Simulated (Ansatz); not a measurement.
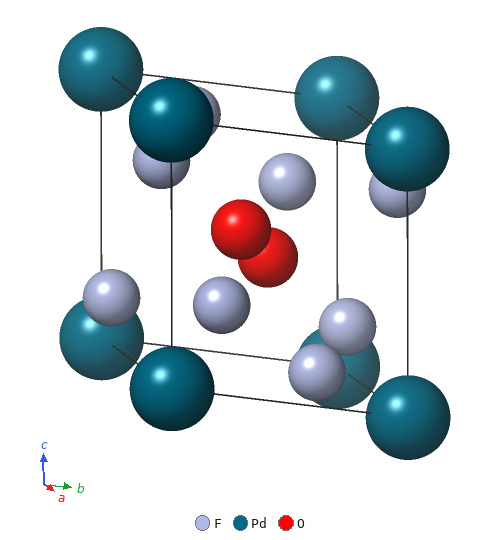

Drawn in the spheres-only manner and seen slightly off an axis. The edges of the simulation cell are marked.

```xyz
9
Lattice="4.8746 0.0000 0.0000 -1.0297 4.8049 0.0000 -0.0547 -1.0048 4.8433" Properties=species:S:1:pos:R:3 pbc="T T T"
F     0.5014    4.3665    0.9783
F     3.2889   -0.5664    3.8649
Pd    0.0000    0.0000    0.0000
F     0.7294    0.6146    4.4025
F     3.0609    3.1855    0.4407
O     1.6271    2.2838    2.1698
O     2.1632    1.5163    2.6735
F    -0.4192    2.9887    3.2886
F     4.2095    0.8114    1.5547
```

Run with DFT, PAW plane waves, LDA (Ansatz 0.2.0) and these settings: 420 eV cutoff, a 4×4×4 k-point grid, Fermi-Dirac smearing of 0.1 eV, no spin polarisation.

List the Bader charges.

Pd +1.96 e; O +0.36 e; F -0.45 e.

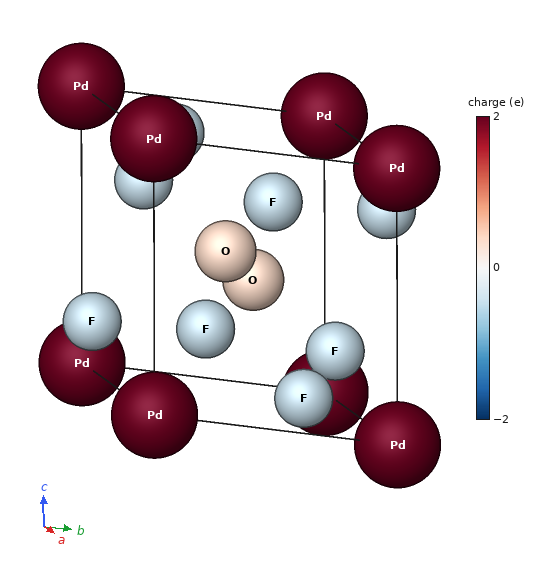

The atoms coloured by those charges.

Where the cell comes from: a generated cell, made by putting these elements into a known structure type (the compound may or may not exist in this form). No relaxation was applied. It went into a calculation with Ansatz.

At this level of theory the cell isn't at rest (forces up to 6.2 eV/Å), so its distances can differ from those at equilibrium, the more so the softer the solid.
